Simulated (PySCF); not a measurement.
```yaml
atoms:
  - { symbol: H, position_ang: [0.0000, 0.0000, -0.3720] }
  - { symbol: H, position_ang: [0.0000, 0.0000, 0.3720] }
```

These are results of PBE0/def2-TZVPPD, non-relativistic Hamiltonian with scalar-relativistic core potentials where named, at a bond length of 0.744 Å in PySCF 2.14.0, not measurements.

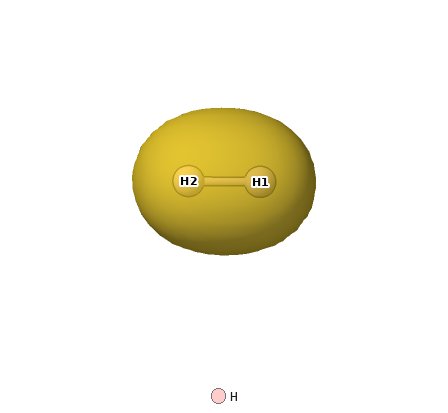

H2. Isosurface of the total electron density at 0.2 e/Å³ (yellow), seen from one side.

> How is the density connected at this value?

At this value the surface is in one piece. It bridges the sampled H–H (0.74 Å) contact, where the density stays above the isovalue. On the grid the lowest density along these lines, outside the cores, is 1.8 e/Å³ (H–H, 0.74 Å).
